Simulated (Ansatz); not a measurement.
C2H8N (SMILES C[NH2+]C) (charge +1)

```yaml
atoms:
  - { symbol: C, position_ang: [-0.8302, 0.4058, -0.8719] }
  - { symbol: N, position_ang: [-0.3528, -0.3150, 0.3422] }
  - { symbol: C, position_ang: [1.1063, -0.1593, 0.6041] }
  - { symbol: H, position_ang: [-1.8999, 0.2404, -0.9863] }
  - { symbol: H, position_ang: [-0.2943, 0.0195, -1.7365] }
  - { symbol: H, position_ang: [-0.6239, 1.4670, -0.7476] }
  - { symbol: H, position_ang: [-0.8768, 0.0137, 1.1556] }
  - { symbol: H, position_ang: [-0.5734, -1.3086, 0.2511] }
  - { symbol: H, position_ang: [1.3679, -0.7154, 1.5025] }
  - { symbol: H, position_ang: [1.3224, 0.8986, 0.7391] }
  - { symbol: H, position_ang: [1.6546, -0.5466, -0.2523] }
```

Geometry: PBE0-D4/def2-TZVP.

These are results of RKS PBE0-D4/def2-TZVPP (Ansatz), not measurements.

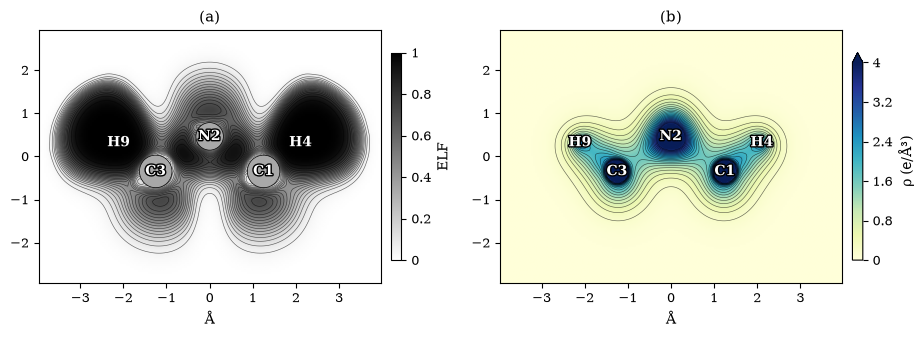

Figure 1. (a) electron localisation function; (b) total electron density on the plane of atoms N2, C3 and H9. Grey discs cover the atomic cores in the ELF map.

Describe what can be read from this map.

The section cuts through C, N and H sites. C–N (1.49 Å): the density is about 1.8 e/Å³ at the midpoint; the ELF peaks at about 0.95 between the atoms, as expected for localised, covalent bonding. C–H (1.09 Å): ρ is about 2.1 e/Å³ halfway; the ELF climbs to about 1 towards the hydrogen, as it does in any bond to H: an ordinary covalent bond to hydrogen.

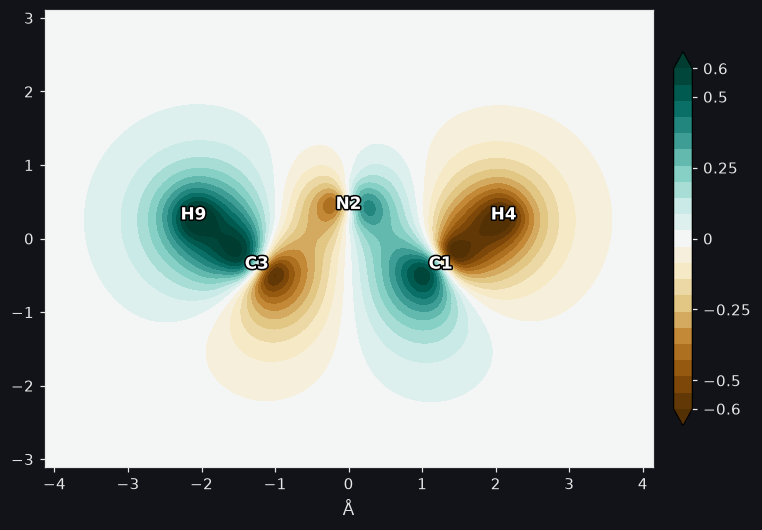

Figure 2. The HOMO on the plane of atoms N2, C3 and H9 (values in Å⁻³ᐟ²; the overall sign is arbitrary).

Where does this orbital lie, and at what energy?

Its weight (Hirshfeld) is mainly on C1 (about 25 %), C3 (about 25 %), H4 (about 15 %), H9 (about 15 %) and N2 (about 5 %). Its energy is −16.67 eV.

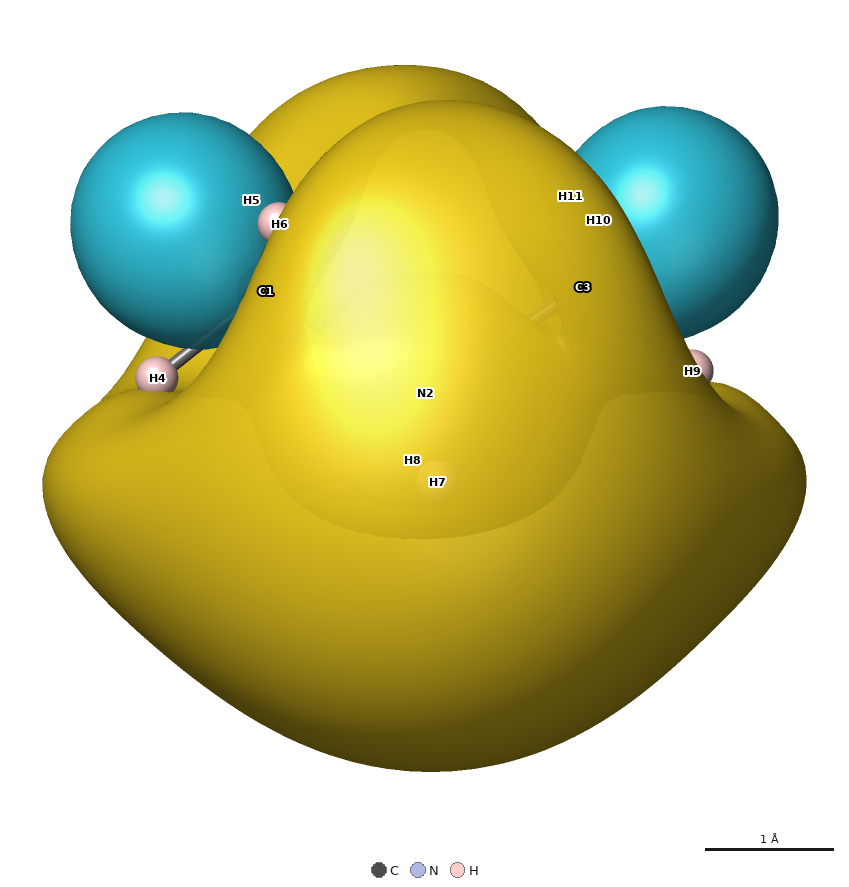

Figure 3. The LUMO at ±0.05 Å⁻³ᐟ² (yellow and cyan are the two phases), seen across its widest extent.

Describe this orbital and give its energy.

Its weight (Hirshfeld) is mainly on H7 (about 20 %), H8 (about 20 %), N2 (about 15 %), C1 (about 10 %) and C3 (about 10 %). Its energy is −4.86 eV.
